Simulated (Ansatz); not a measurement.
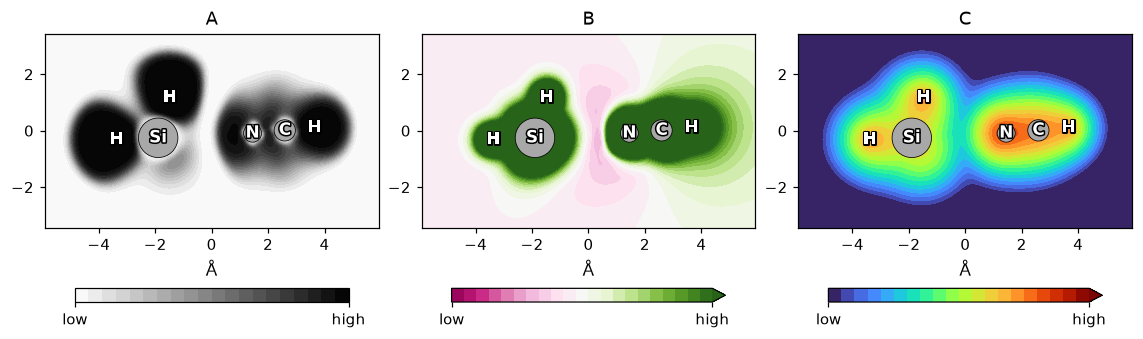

HCN···SiH4 (SMILES C#N.[SiH4]): 3 fields on the plane of atoms H6, Si4 and H8, with unlabelled colour scales. Grey discs cover the atomic cores.

Geometry: PBE0-D4/def2-TZVP.

Theory: RKS PBE0-D4/def2-TZVPPD in Ansatz 0.2.0.

```xyz
8

C    -0.5756    0.0065   -2.7676
N    -0.3182    0.0275   -1.6520
H    -0.8159   -0.0132   -3.8088
Si    0.3394   -0.0039    1.6325
H     1.4052   -0.7600    0.9308
H    -0.9807   -0.6384    1.3987
H     0.3211    1.4063    1.1730
H     0.6246   -0.0246    3.0936
```

Match the panels to the quantities (electron density, electron localisation function and electrostatic potential).

Panel A: electron localisation function. Panel B: electrostatic potential (strongly positive close to the atoms, with negative regions outside electron-rich atoms). Panel C: electron density. From the grid: Si4···N2 (3.35 Å): the density falls to about 0.04 e/Å³ on the way; the ELF dips to about 0 between them; a weak contact between the two molecules. C–N (1.15 Å): the density is about 3.7 e/Å³ at the midpoint; the ELF peaks at about 0.85 between the atoms (a short, multiple covalent bond).
